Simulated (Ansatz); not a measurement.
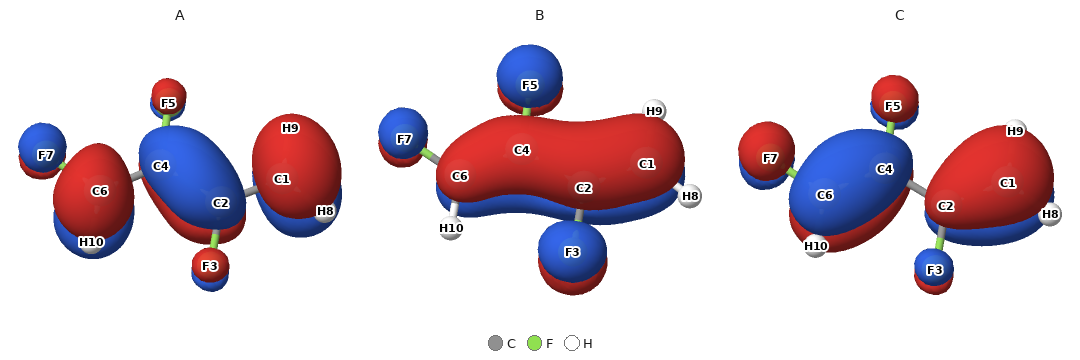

Figure. C$_{4}$H$_{3}$F$_{3}$ (SMILES C=C(F)C(F)=CF). Three frontier orbitals at ±0.1 Å⁻³ᐟ² (blue and red are the two phases), in no order.

Geometry: PBE0-D4/def2-TZVP.

These are results of RKS PBE0-D4/def2-TZVPP in Ansatz, not measurements.

| atom | x (Å) | y (Å) | z (Å) |
| --- | --- | --- | --- |
| C | 0.8864 | -0.3825 | -1.6136 |
| C | 0.0286 | -0.4399 | -0.6077 |
| F | -0.9545 | -1.3510 | -0.5870 |
| C | 0.0169 | 0.4208 | 0.5600 |
| F | 0.9751 | 1.3448 | 0.5880 |
| C | -0.8659 | 0.3282 | 1.5503 |
| F | -0.8237 | 1.1461 | 2.5924 |
| H | 0.8092 | -1.0732 | -2.4415 |
| H | 1.6697 | 0.3604 | -1.6074 |
| H | -1.6587 | -0.4049 | 1.5695 |

Q: Which picture is the HOMO−1, the HOMO and the LUMO?

A: B is the HOMO−1 (−8.97 eV). By Hirshfeld shares it lies mainly on C2 (about 20 %), C4 (about 20 %), C1 (about 15 %), F3 (about 15 %), F5 (about 10 %) and C6 (about 10 %); it changes sign across the molecular plane (π type); π-bonding across C1–C2, C2–C4 and C4–C6; π-antibonding (a node) across C2–F3 and C4–F5. C is the HOMO (−7.16 eV). By Hirshfeld shares it lies mainly on C1 (about 25 %), C6 (about 25 %), C4 (about 15 %), C2 (about 15 %) and F7 (about 10 %); it changes sign across the molecular plane (π type); π-bonding across C1–C2 and C4–C6; π-antibonding (a node) across C2–C4 and C6–F7. A is the LUMO (−1.18 eV). Its weight (Hirshfeld) is mainly on C1 (about 25 %), C6 (about 25 %), C2 (about 15 %) and C4 (about 15 %); it changes sign across the molecular plane (π type); π-bonding across C2–C4; π-antibonding (a node) across C1–C2 and C4–C6.

Q: What is the HOMO–LUMO gap?

A: 5.98 eV between the orbital energies.
